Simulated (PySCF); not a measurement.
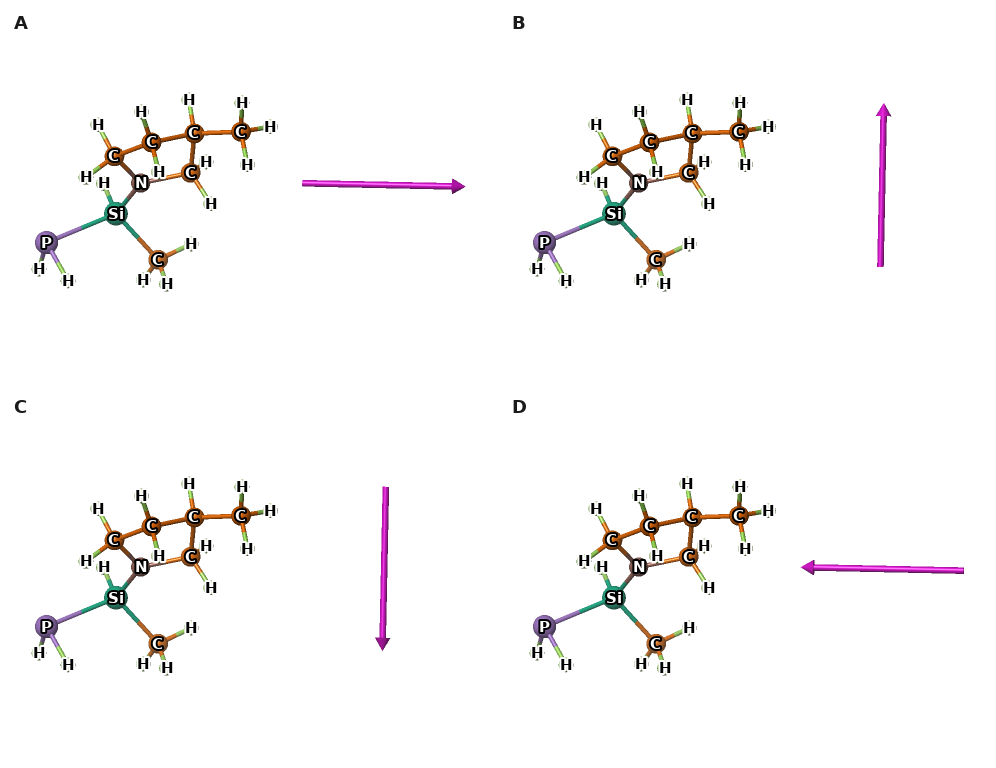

The same molecule four times, each with an arrow. The computed structure is the end point of a PBE0-D3(BJ)/def2-SVP optimisation. No frequency run is at hand to confirm it as a minimum. Method: PBE0/pcSseg-1 in dichloromethane (IEF-PCM) (PySCF 2.14.0).

Which arrow points along the dipole moment, from the negative to the positive end?

A. The dipole moment is 2.49 D.
